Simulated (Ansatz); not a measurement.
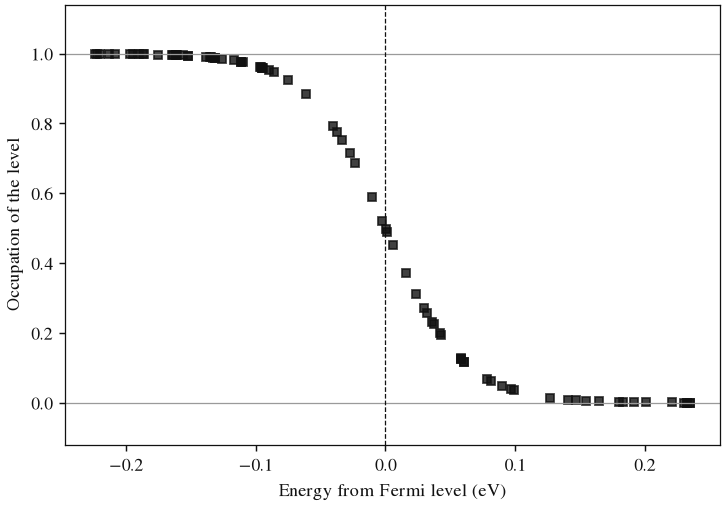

Occupations of the one-electron levels of the k mesh against their energy, from a run on KTiI₅, space group P4/mmm, 7 atoms in the cell, SiSnPd5-123 type type, with Ansatz.

### Name the smearing function and its width.

Fermi-Dirac smearing with a width of 0.03 eV. The occupations stay between 0 and 1 and have long exponential tails; the slope at the Fermi level is 1/(4 × width).
